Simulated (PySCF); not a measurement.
# C3H7N3Si: what the fields show

The calculation's input:

```
{"job": {"kind": "uv", "xc": "CAM-B3LYP", "basis": "def2-SVPD", "nstates": 8, "ntriplets": 3}, "charge": 0, "multiplicity": 1}
N      2.378395    -1.462592     2.000995
C      1.670472    -0.878476     1.315659
Si     0.584526     0.149974     0.185620
N      1.307730     1.619749    -0.347962
C     -0.382871    -0.863495    -1.111819
N     -1.551747    -0.858582    -0.225421
C     -1.248764     0.225859     0.715117
H      1.466603     2.351616     0.327106
H      2.089133     1.568810    -0.983053
H     -0.074721    -1.884166    -1.342346
H     -0.533759    -0.331778    -2.057967
H     -2.438719    -0.763029    -0.704085
H     -1.734413     1.178371     0.475121
H     -1.532545    -0.052732     1.730869
```

Run with:

```sh
OMP_NUM_THREADS=1 python probes_run.py task.json out
```

Geometry: GFN2-xTB.

Level of theory: CAM-B3LYP/def2-SVPD, SCF density, gas phase (PySCF).

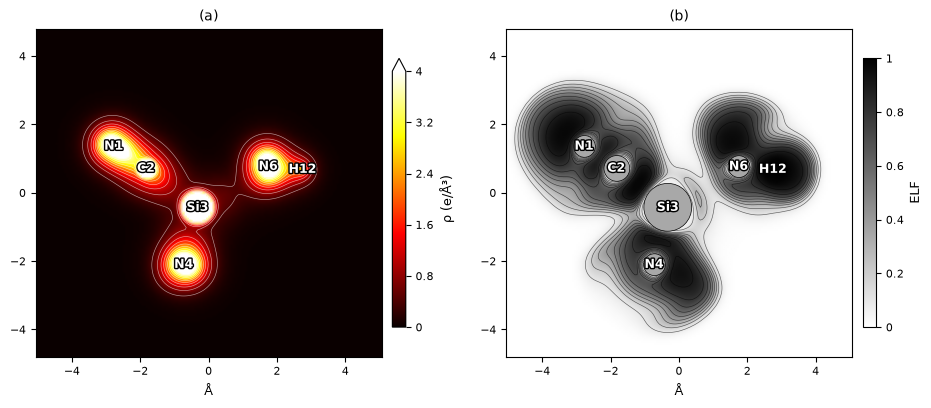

Figure 1. (a) electron density; (b) electron localisation function on the plane of atoms C2, Si3 and N4. Grey discs cover the atomic cores in the ELF map.

> What does the map show?

The plane passes through N, C, Si and H nuclei. C–N (1.15 Å): ρ is about 3.7 e/Å³ halfway; the ELF peaks at about 0.85 between the atoms; a multiple bond. Si–N (1.72 Å): ρ at the midpoint is about 1.1 e/Å³; the ELF peaks at about 0.90 between the atoms, as expected for a polar covalent bond. C–Si (1.87 Å): the density is about 0.89 e/Å³ at the midpoint; the ELF peaks at about 1 between the atoms; a shared electron pair. N–H (1.01 Å): ρ at the midpoint is about 2.8 e/Å³; the ELF climbs to about 1 towards the hydrogen, as it does in any bond to H (an ordinary covalent bond to hydrogen). The ELF also peaks beside N4, N6 and N1, away from the bonds: lone-pair regions.

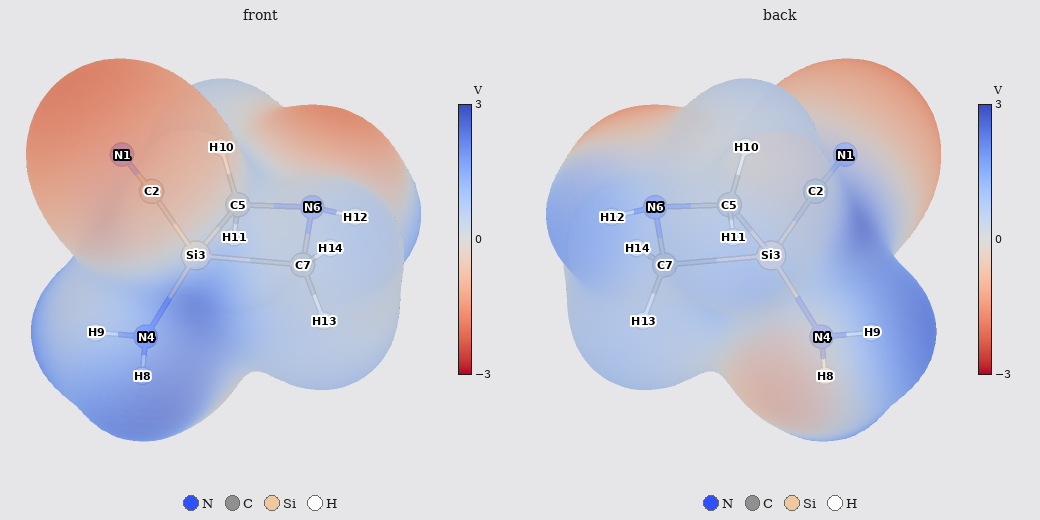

Figure 2. The molecular electrostatic potential painted on the density surface at 0.002 e/bohr³, seen from the front and from behind; red is negative and blue positive.

> Describe the electrostatic potential map.

The most negative region (about −1.8 V) lies over N1, the most positive (about +2.2 V) over Si3, H8 and H9. N1 is the likeliest acceptor of a hydrogen bond.

> What dipole moment does the calculation give?

Its dipole moment is 4.49 D.
